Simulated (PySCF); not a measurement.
# C₄H₁₀ClSi (SMILES C[C]([SiH3])CCCl) (doublet): what the fields show

```tsv
atom	x (Å)	y (Å)	z (Å)
C	-0.9565	1.1614	0.8318
C	-0.4564	0.2702	-0.2467
Si	-1.5224	-1.0875	-0.9290
C	0.9857	0.3811	-0.5970
C	1.9038	-0.1732	0.4986
Cl	1.6435	-1.9236	0.7135
H	-2.0139	1.3810	0.6929
H	-0.8642	0.6759	1.8093
H	-0.3989	2.0980	0.8769
H	-0.8889	-1.5916	-2.1486
H	-1.7061	-2.1952	0.0189
H	-2.8466	-0.5271	-1.2265
H	1.1943	-0.1518	-1.5261
H	1.2663	1.4337	-0.7289
H	2.9530	-0.0401	0.2346
H	1.6997	0.2977	1.4595
```

Geometry: GFN2-xTB.

Theory: UKS B3LYP, pcH-1 on C Cl H Si, non-relativistic, mean-field spin-orbit, GIAO in PySCF.

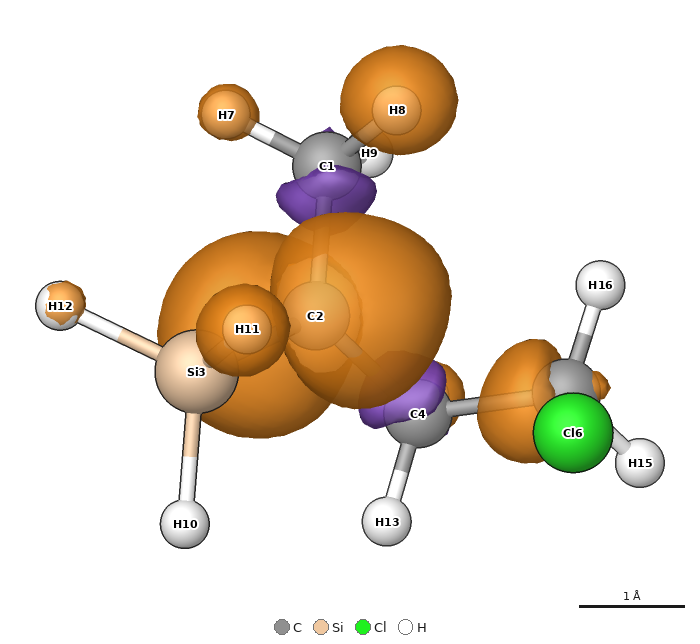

Figure 1. Isosurfaces of the spin density (α minus β) at +0.02 (orange) and −0.02 e/Å³ (purple), seen at a tilt.

Describe the spin distribution.

Answer. The unpaired spin (1 electron) lies mostly on C2 (about 0.6), in electrons by Hirshfeld's partition.

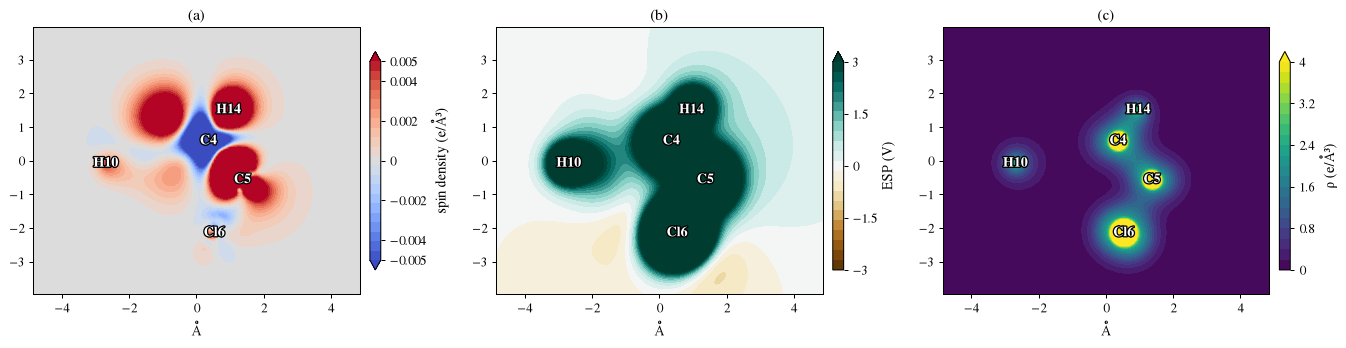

Figure 2. (a) spin density; (b) molecular electrostatic potential; (c) total electron density on the plane of atoms C4, C5 and Cl6.

What does the map show?

Answer. The plane passes through C, Cl and H nuclei. C–Cl (1.78 Å): ρ at the midpoint is about 1.3 e/Å³. C–H (1.10 Å): the density is about 2 e/Å³ at the midpoint. C–C (1.53 Å): ρ at the midpoint is about 1.6 e/Å³.

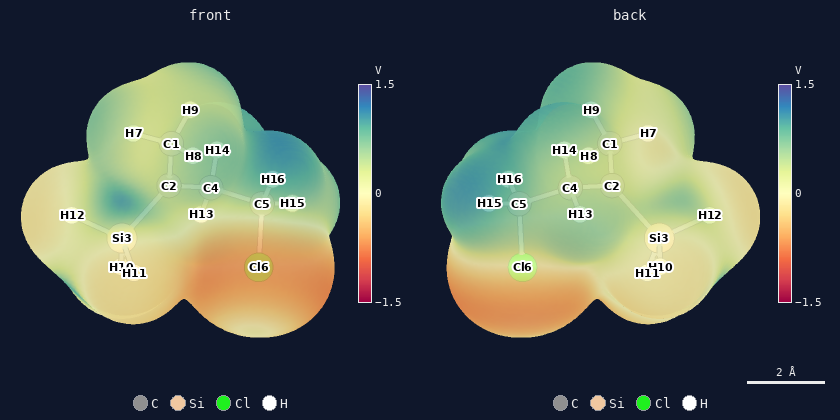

Figure 3. The electrostatic potential painted on the density surface at 0.002 e/bohr³, seen from the front and from behind; red is negative and blue positive.

Which sites attract a positive test charge, and which a negative one?

Answer. A positive charge is drawn to the negative regions and a negative charge to the positive ones. The most negative region (about −0.7 V, or −16 kcal/mol for a unit charge) lies over Cl6, the most positive (about +1.1 V, or +25 kcal/mol for a unit charge) over Si3, H15 and H16.
